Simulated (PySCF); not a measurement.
# Au2F2: other spin states, a change of charge and excitations

Aim: at the relaxed geometry of Au2F2, try other spin states, a change of charge and excitations. The species was built from a template and needn't be a known compound.

Computed with PySCF 2.14.0. Level: r2SCAN, Au def2-SVP with ECP60, F def2-SVP; scalar-relativistic core potentials, no spin–orbit coupling.

2 further runs of the same task are left out: 1 for a known fault of the program, 1 that didn't finish. Runs told in other sessions of the task aren't counted.

## Step 1: Where the work starts

4 atoms, charge 0, spin multiplicity 1.

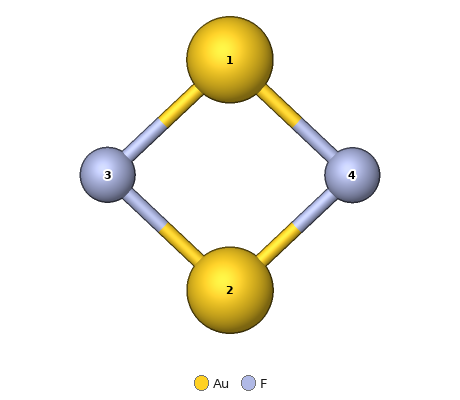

The geometry (gold amber, fluorine light blue); atoms are numbered from 1 in the order of the file.

Geometry (Å):

| atom | x (Å) | y (Å) | z (Å) |
| --- | --- | --- | --- |
| Au1 | 0.0000 | 0.0000 | 1.5151 |
| Au2 | 0.0000 | 0.0000 | -1.5151 |
| F3 | 1.6034 | 0.0000 | 0.0000 |
| F4 | -1.6034 | 0.0000 | 0.0000 |

Formal oxidation states: Au +1. An earlier session relaxed this geometry at r2SCAN, Au def2-SVP with ECP60, F def2-SVP (singlet, point group D2h).

Its energy there is -470.946544 Eh.

## Step 2: Multiplicity 3 at the relaxed geometry

File run.py (the lines that set the calculation):

```python
mol = gto.M(atom='''
Au     0.00000     0.00000     1.51513
Au     0.00000     0.00000    -1.51513
F      1.60335     0.00000     0.00000
F     -1.60335     0.00000     0.00000''',
    basis={'Au': 'def2-SVP', 'F': 'def2-SVP'},
    ecp={'Au': 'def2-SVP'},
    charge=0, spin=2)
mf = dft.UKS(mol, xc='R2SCAN')
mf.grids.atom_grid = (50, 194)
mf = mf.density_fit()  # fitting sets: Au def2-universal-JKFIT, F def2-universal-JKFIT
mf.conv_tol = 1e-08; mf.max_cycle = 55
mf.kernel(dm0)  # dm0: free metal ions and neutral atoms
```

Launch:

```
$ OMP_NUM_THREADS=2 python run.py
```

Standard output:

```text
init E= -481.767013333122
cycle= 1 E= -455.662415018083  delta_E= 26.1  |g|= 4.46  |ddm|= 6.58
cycle= 2 E= -423.699662107919  delta_E=   32  |g|= 8.18  |ddm|=   11
cycle= 3 E= -466.601277026609  delta_E= -42.9  |g|= 3.22  |ddm|= 8.53
cycle= 4 E= -470.311781756806  delta_E= -3.71  |g|= 1.06  |ddm|= 2.54
cycle= 5 E= -470.774246358209  delta_E= -0.462  |g|= 0.545  |ddm|= 1.87
cycle= 6 E= -470.906435607714  delta_E= -0.132  |g|= 0.145  |ddm|= 0.788
cycle= 7 E= -470.912190549937  delta_E= -0.00575  |g|= 0.067  |ddm|= 0.154
cycle= 8 E= -470.913931337471  delta_E= -0.00174  |g|= 0.00655  |ddm|= 0.0684
cycle= 9 E= -470.91396395448  delta_E= -3.26e-05  |g|= 0.0013  |ddm|= 0.0175
cycle= 10 E= -470.913965698924  delta_E= -1.74e-06  |g|= 0.000611  |ddm|= 0.00456
cycle= 11 E= -470.91396591473  delta_E= -2.16e-07  |g|= 0.000307  |ddm|= 0.00175
cycle= 12 E= -470.9139642581  delta_E= 1.66e-06  |g|= 0.00152  |ddm|= 0.00373
cycle= 13 E= -470.913965981423  delta_E= -1.72e-06  |g|= 2.05e-05  |ddm|= 0.00318
cycle= 14 E= -470.913965981777  delta_E= -3.53e-10  |g|= 3.67e-06  |ddm|= 5.03e-05
Extra cycle  E= -470.913965981773  delta_E= 3.41e-12  |g|= 5.47e-06  |ddm|= 1.67e-05
converged SCF energy = -470.913965981773  <S^2> = 2.0078274  2S+1 = 3.0052137
```

It took 3.5 s on 2 threads of Arm Neoverse V2, shared host.

It gives: E = -470.913966 Eh (+0.886 eV from the relaxed state), HOMO -5.66 eV, LUMO -6.14 eV (over both spins), ⟨S²⟩ = 2.008, Mulliken charge on Au1 +0.34 e. An empty level of one spin lies below a filled level of the other.

## Step 3: One electron removed, multiplicity 2

Changes to run.py (the lines that set the calculation) since step 2:

```diff
@@ -7,3 +7,3 @@
     ecp={'Au': 'def2-SVP'},
-    charge=0, spin=2)
+    charge=1, spin=1)
 mf = dft.UKS(mol, xc='R2SCAN')
@@ -12,2 +12,2 @@
 mf.conv_tol = 1e-08; mf.max_cycle = 55
-mf.kernel(dm0)  # dm0: free metal ions and neutral atoms
+mf.kernel(dm0)  # dm0: the density of the relaxed state
```

Launch:

```
$ OMP_NUM_THREADS=2 python run.py
```

Standard output:

```text
init E= -470.949870503118
  HOMO = -0.223078826322  LUMO = -0.212656470029  gap/eV = 0.28361
cycle= 1 E= -470.572321931317  delta_E= 0.378  |g|= 0.277  |ddm|= 0.921
  HOMO = -0.546661148972  LUMO = -0.532137601677  gap/eV = 0.39521
cycle= 2 E= -470.548432257972  delta_E= 0.0239  |g|= 0.409  |ddm|= 0.751
  HOMO = -0.483483040818  LUMO = -0.462821399496  gap/eV = 0.56223
cycle= 3 E= -470.599739965262  delta_E= -0.0513  |g|= 0.178  |ddm|= 0.474
  HOMO = -0.475153797782  LUMO = -0.456639399315  gap/eV = 0.50380
cycle= 4 E= -470.613224875191  delta_E= -0.0135  |g|= 0.0318  |ddm|= 0.201
  HOMO = -0.469632744806  LUMO = -0.449714658315  gap/eV = 0.54200
cycle= 5 E= -470.613705156209  delta_E= -0.00048  |g|= 0.00717  |ddm|= 0.0479
  HOMO = -0.469608103596  LUMO = -0.449414677674  gap/eV = 0.54949
cycle= 6 E= -470.613730048991  delta_E= -2.49e-05  |g|= 0.00317  |ddm|= 0.0111
  HOMO = -0.469652266265  LUMO = -0.449305180554  gap/eV = 0.55367
cycle= 7 E= -470.613736119985  delta_E= -6.07e-06  |g|= 0.000644  |ddm|= 0.00759
  HOMO = -0.469628740446  LUMO = -0.449232676063  gap/eV = 0.55501
cycle= 8 E= -470.61373607093  delta_E= 4.91e-08  |g|= 0.000958  |ddm|= 0.00227
  HOMO = -0.469624117735  LUMO = -0.449225290638  gap/eV = 0.55508
cycle= 9 E= -470.613736465354  delta_E= -3.94e-07  |g|= 0.000155  |ddm|= 0.00119
  HOMO = -0.46961282351  LUMO = -0.449216865333  gap/eV = 0.55500
cycle= 10 E= -470.61373647804  delta_E= -1.27e-08  |g|= 1.29e-05  |ddm|= 0.000245
  HOMO = -0.469613498527  LUMO = -0.449218291263  gap/eV = 0.55498
cycle= 11 E= -470.61373647812  delta_E= -8.01e-11  |g|= 8.6e-06  |ddm|= 3.29e-05
  HOMO = -0.46961342  LUMO = -0.449217828541  gap/eV = 0.55499
Extra cycle  E= -470.613736477028  delta_E= 1.09e-09  |g|= 4.3e-05  |ddm|= 8.82e-05
converged SCF energy = -470.613736477028  <S^2> = 0.76947851  2S+1 = 2.0193846
```

It took 2.9 s on 2 threads of Arm Neoverse V2, shared host.

It gives: E = -470.613736 Eh (+9.056 eV from the relaxed state), HOMO -12.78 eV, LUMO -12.22 eV (over both spins), ⟨S²⟩ = 0.769, Mulliken charge on Au1 +0.81 e. 

## Step 4: One electron added, multiplicity 2

Changes to run.py (the lines that set the calculation) since step 3:

```diff
@@ -7,3 +7,3 @@
     ecp={'Au': 'def2-SVP'},
-    charge=1, spin=1)
+    charge=-1, spin=1)
 mf = dft.UKS(mol, xc='R2SCAN')
```

Launch:

```
$ OMP_NUM_THREADS=2 python run.py
```

Standard output:

```text
init E= -470.949641031066
  HOMO = -0.172597257941  LUMO = -0.167409522899  gap/eV = 0.14117
cycle= 1 E= -471.012860643582  delta_E= -0.0632  |g|= 0.148  |ddm|= 1.31
  HOMO = 0.045565036057  LUMO = 0.0541647059106  gap/eV = 0.23401
cycle= 2 E= -470.964542295019  delta_E= 0.0483  |g|= 0.381  |ddm|= 0.926
  HOMO = 0.00836510737261  LUMO = 0.0315898130312  gap/eV = 0.63198
cycle= 3 E= -471.029892516851  delta_E= -0.0654  |g|= 0.0513  |ddm|= 0.462
  HOMO = 0.00202004035844  LUMO = 0.0269557113498  gap/eV = 0.67853
cycle= 4 E= -471.030516323982  delta_E= -0.000624  |g|= 0.0424  |ddm|= 0.0926
  HOMO = -0.0010248272723  LUMO = 0.0254589899361  gap/eV = 0.72066
cycle= 5 E= -471.031239149838  delta_E= -0.000723  |g|= 0.00954  |ddm|= 0.0444
  HOMO = -0.00247540230535  LUMO = 0.0249432267779  gap/eV = 0.74610
cycle= 6 E= -471.031294459048  delta_E= -5.53e-05  |g|= 0.00242  |ddm|= 0.0159
  HOMO = -0.00323087229887  LUMO = 0.0249383959135  gap/eV = 0.76652
cycle= 7 E= -471.031308757572  delta_E= -1.43e-05  |g|= 0.000977  |ddm|= 0.0154
  HOMO = -0.00328601382261  LUMO = 0.0251113571531  gap/eV = 0.77273
cycle= 8 E= -471.031310415115  delta_E= -1.66e-06  |g|= 0.00119  |ddm|= 0.00814
  HOMO = -0.00329038364673  LUMO = 0.0251185370103  gap/eV = 0.77305
cycle= 9 E= -471.031310960858  delta_E= -5.46e-07  |g|= 0.000526  |ddm|= 0.00233
  HOMO = -0.00329818234388  LUMO = 0.0251105673832  gap/eV = 0.77304
cycle= 10 E= -471.0313111136  delta_E= -1.53e-07  |g|= 3.58e-05  |ddm|= 0.00127
  HOMO = -0.00329951403387  LUMO = 0.0251065489564  gap/eV = 0.77297
cycle= 11 E= -471.031311114962  delta_E= -1.36e-09  |g|= 7.37e-06  |ddm|= 0.000152
  HOMO = -0.00329891342389  LUMO = 0.0251076573915  gap/eV = 0.77298
Extra cycle  E= -471.031311114891  delta_E= 7.06e-11  |g|= 1.9e-05  |ddm|= 4.12e-05
converged SCF energy = -471.031311114891  <S^2> = 0.77047068  2S+1 = 2.020367
```

Run time: 2.9 s. Hardware: 2 threads of Arm Neoverse V2, shared host.

Result: E = -471.031311 Eh (-2.307 eV from the relaxed state), HOMO -0.09 eV, LUMO 0.68 eV (over both spins), ⟨S²⟩ = 0.770, Mulliken charge on Au1 -0.07 e. 

## Step 5: Singlet excitations, Tamm-Dancoff CAM-B3LYP

Changes to run.py (the lines that set the calculation) since step 4:

```diff
@@ -7,4 +7,4 @@
     ecp={'Au': 'def2-SVP'},
-    charge=-1, spin=1)
-mf = dft.UKS(mol, xc='R2SCAN')
+    charge=0, spin=0)
+mf = dft.RKS(mol, xc='CAMB3LYP')
 mf.grids.atom_grid = (50, 194)
```

Launch:

```
$ OMP_NUM_THREADS=2 python run.py
```

Standard output:

```text
init E= -470.775271569285
  HOMO = -0.313135098065372  LUMO = -0.101950580467246  gap/eV = 5.74662
cycle= 1 E= -470.77946806198  delta_E= -0.0042  |g|= 0.0871  |ddm|= 0.341
  HOMO = -0.310682485043843  LUMO = -0.102420174039363  gap/eV = 5.66711
cycle= 2 E= -470.778102653335  delta_E= 0.00137  |g|= 0.129  |ddm|= 0.153
  HOMO = -0.314491542501071  LUMO = -0.102609007092578  gap/eV = 5.76562
cycle= 3 E= -470.780981856341  delta_E= -0.00288  |g|= 0.0108  |ddm|= 0.103
  HOMO = -0.312830664114418  LUMO = -0.101865709448234  gap/eV = 5.74065
cycle= 4 E= -470.781016853941  delta_E= -3.5e-05  |g|= 0.00392  |ddm|= 0.0162
  HOMO = -0.313155394786515  LUMO = -0.102003891342559  gap/eV = 5.74573
cycle= 5 E= -470.781030906178  delta_E= -1.41e-05  |g|= 0.00124  |ddm|= 0.0138
  HOMO = -0.313024619687125  LUMO = -0.101986396117013  gap/eV = 5.74264
cycle= 6 E= -470.781032740107  delta_E= -1.83e-06  |g|= 0.000605  |ddm|= 0.00455
  HOMO = -0.312977711225742  LUMO = -0.101981358753843  gap/eV = 5.74150
cycle= 7 E= -470.781033376431  delta_E= -6.36e-07  |g|= 0.000134  |ddm|= 0.00388
  HOMO = -0.312956065484667  LUMO = -0.101972143059658  gap/eV = 5.74116
cycle= 8 E= -470.781033407664  delta_E= -3.12e-08  |g|= 2.77e-05  |ddm|= 0.000882
  HOMO = -0.312950745081274  LUMO = -0.101969481698973  gap/eV = 5.74109
cycle= 9 E= -470.781033408669  delta_E= -1e-09  |g|= 5.76e-06  |ddm|= 0.000149
  HOMO = -0.312950651477063  LUMO = -0.101969502998237  gap/eV = 5.74109
Extra cycle  E= -470.781033408682  delta_E= -1.34e-11  |g|= 8.26e-06  |ddm|= 1.77e-05
converged SCF energy = -470.781033408682
```

Wall time 26 s (2 threads of Arm Neoverse V2, shared host).

It gives: E = -470.781033 Eh, HOMO -8.52 eV, LUMO -2.77 eV, Mulliken charge on Au1 +0.45 e. 

Singlet excitations:

| state | energy (eV) | oscillator strength |
| --- | --- | --- |
| 1 | 2.48 | 0.0000 |
| 2 | 2.51 | 0.0002 |
| 3 | 2.90 | 0.0000 |
| 4 | 2.91 | 0.0441 |
| 5 | 3.15 | 0.0146 |
| 6 | 3.18 | 0.0033 |
| 7 | 3.21 | 0.0000 |
| 8 | 3.47 | 0.0000 |

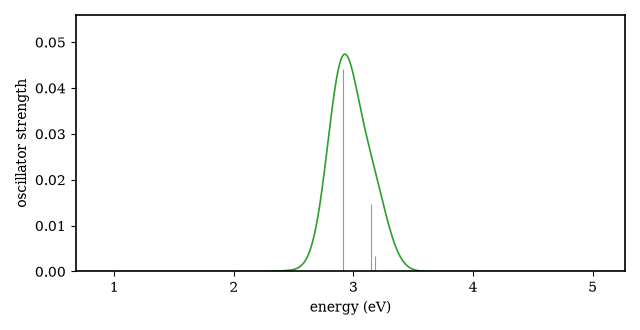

Absorption from the eight lowest singlets. Lines are broadened to a width of 0.30 eV (Gaussian).

## Step 6: Results

| state | energy from the relaxed state (eV) | ⟨S²⟩ | time |
| --- | --- | --- | --- |
| charge 0, singlet, vacuum (relaxed) | 0 | 0.00 |  |
| charge -1, doublet, vacuum | -2.31 | 0.77 | 2.9 s |
| charge 0, triplet, vacuum | 0.89 | 2.01 | 3.5 s |
| charge +1, doublet, vacuum | 9.06 | 0.77 | 2.9 s |

An electron taken off or put on is at rest in vacuum. 

In the excitation run (CAM-B3LYP), the lowest singlet lies at 2.48 eV (gaps between orbitals at other levels can't be set against it), and the brightest of the eight at 2.91 eV (f = 0.044); spin–orbit coupling would mix in triplets. Removing an electron vertically costs 9.06 eV (doublet), against −HOMO = 5.93 eV. Adding an electron vertically releases 2.31 eV (doublet). The triplet lies 0.89 eV above at this geometry. The bases are small and lack diffuse functions. Spin–orbit coupling is left out.
